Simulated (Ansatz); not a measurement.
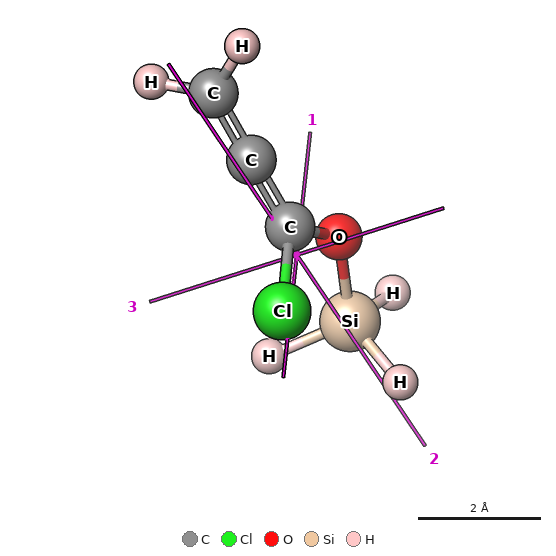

The three principal axes of inertia are drawn and numbered. Atoms fade into the background with distance from the viewer. Computed geometry: PBE0-D4/def2-TZVP optimisation. No frequency run is at hand to confirm it as a minimum. Masses are those of the most abundant isotopes; constants are for the rigid equilibrium geometry.

Q: Which line is the a axis (least moment of inertia), which b and which c?

A: a is line 2, b is line 1, c is line 3; the moments are 145, 327, 455 u Å².

Q: What kind of rotor is it, and what are its rotational constants in GHz?

A: An asymmetric top (C1): A = 3.49, B = 1.55, C = 1.11 GHz. Ray's parameter κ is −0.64, nearer the prolate limit.
